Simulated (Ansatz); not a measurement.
Ligand exchange: CuBr + C2H5I → CuI + C2H5Br

Species: CuBr, singlet; C2H5I (iodoethane) `CCI`, singlet; CuI, singlet; C2H5Br (bromoethane) `CCBr`, singlet. The partners trade Br for I: Cu–Br and C–I bonds give way to Cu–I and C–Br.

Shapes, held fixed at every level: PBE0-D4/def2-TZVP. Programs: Ansatz 0.2.0. The zero-point and thermal change to 298 K, harmonic and unscaled (PBE0-D4/def2-TZVP), is +1.0 kJ/mol.

| level | kind | ΔH(298 K) (kJ/mol) |
| --- | --- | --- |
| HF/def2-SVP | Hartree–Fock | -22.8 |
| SPW92/def2-TZVPP | LDA | -16.0 |
| PBE-D4/def2-TZVPP | GGA | -13.5 |
| B3LYP-D4/def2-TZVPP | global hybrid | -12.6 |
| r2SCAN0-D4/def2-TZVPP | global hybrid | -14.5 |
| wB97X-V/def2-TZVPP | range-separated hybrid | -12.5 |
| wB97M-V/def2-TZVPP | range-separated hybrid | -12.8 |

wB97M-V/def2-TZVPP gives ΔH(298 K) = -12.8 kJ/mol; the levels span -22.8 to -12.5. The median of the levels is -13.5. No measured value is set beside it here. For atoms past krypton def2 sets carry core potentials with scalar relativity. Relativity is left out for Br, Cu.

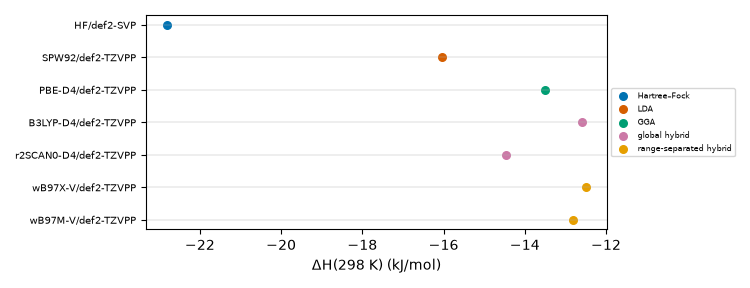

The values of the table, level by level.
